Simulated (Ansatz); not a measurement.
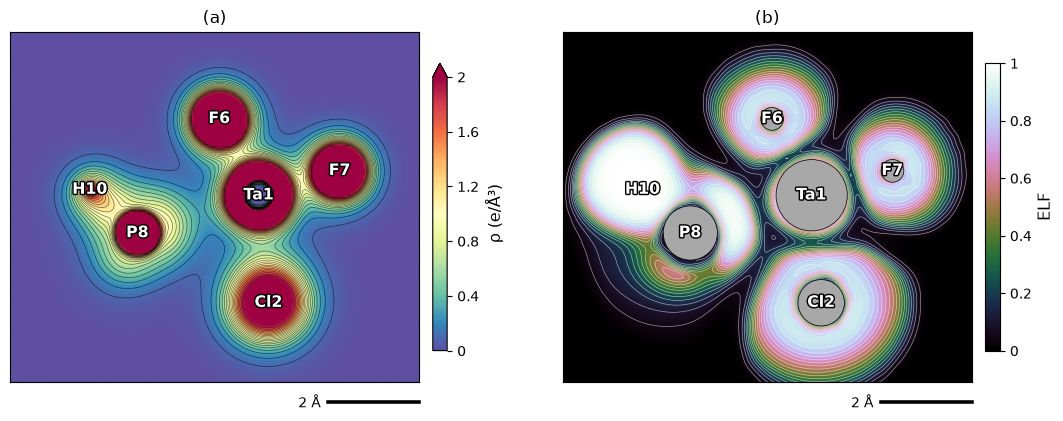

ClF₃H₄OPTa. (a) electron density; (b) electron localisation function on the plane of atoms F6, Ta1 and P8. Grey discs cover the atomic cores in the ELF map.

Core potentials replace the inner electrons of Ta.

Method: RKS PBE0-D4/def2-SVP in Ansatz.

| atom | x (Å) | y (Å) | z (Å) |
| --- | --- | --- | --- |
| Ta | 0.0105 | -0.1398 | 0.1105 |
| Cl | 2.1295 | -1.1561 | 0.4366 |
| O | -0.4521 | -0.5548 | 1.8795 |
| H | -0.4304 | -0.6964 | 2.8256 |
| F | 0.7597 | 0.6485 | -1.4433 |
| F | -1.2720 | 1.2459 | 0.0624 |
| F | -0.9148 | -1.4922 | -0.7763 |
| P | 1.5109 | 1.9545 | 1.1857 |
| H | 2.1066 | 1.8132 | 2.4639 |
| H | 0.9399 | 3.2435 | 1.3435 |
| H | 2.6603 | 2.2963 | 0.4340 |

Interpret the plot.

The section cuts through Ta, Cl, F, P and H sites. Ta–F (1.86 Å): the density is about 1 e/Å³ at the midpoint; the ELF peaks at about 0.85 in the valence shell of F, 0.5 Å from its nucleus, and drops to about 0.20 between the two atoms. Ta–Cl (2.37 Å): ρ is about 0.58 e/Å³ halfway; the ELF peaks at about 0.85 in the valence shell of Cl, 0.8 Å from its nucleus, and is about 0.40 at the midpoint. Ta–P (2.79 Å): the density is about 0.31 e/Å³ at the midpoint; the ELF peaks at about 1 in the valence shell of P, 1.0 Å from its nucleus, and is about 0.55 at the midpoint. P–H (1.42 Å): ρ at the midpoint is about 1.1 e/Å³; the ELF climbs to about 1 towards the hydrogen, as it does in any bond to H.
